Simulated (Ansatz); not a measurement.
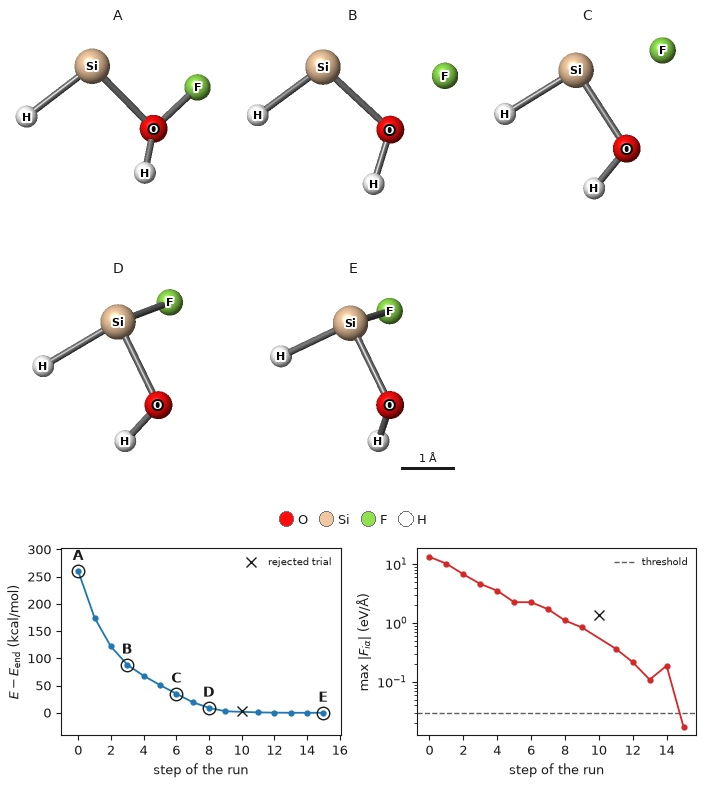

Frames of a relaxation of SiH$_{2}$OF (charge −1), marked on the history of the run. A ball-and-stick model, seen at a tilt.

It is one of the separated reactants of a reaction.

Level of theory: RKS PBE-D4/def2-SVPD in Ansatz. (force threshold 0.03 eV/Å; at most 250 steps)

### What happens along the run?

After 14 accepted moves (15 points after the start) the energy has fallen by 260.4 kcal/mol. The largest force component goes from 13 to 0.017 eV/Å. The line search rejected the trial step at point 10 of the run. The largest moves after the best rigid fit, 1.11 Å, are those of O and F atoms. Largest moves by element: F 1.11 Å, O 1.11 Å, H 0.71 Å, Si 0.46 Å. Near-neighbour distances that change, for instance: F–O 1.260 → 2.708 Å, F–Si 2.265 → 1.768 Å, O–Si 1.731 → 1.789 Å, H–Si 1.577 → 1.594 Å. New bonds form, among them: F–Si (2.26 → 1.77 Å). Bonds break, among them: F–O (1.26 → 2.71 Å). Groups turn about O–Si by about 75°. From step 0 to 3: the F atom moves most (0.57 Å), energy −172.0 kcal/mol. From step 3 to 6: the O atom moves most (0.54 Å), energy −53.2 kcal/mol. From step 6 to 8: the F atom moves most (0.38 Å), energy −25.9 kcal/mol. From step 8 to 15: an H atom moves most (0.33 Å), energy −9.22 kcal/mol.
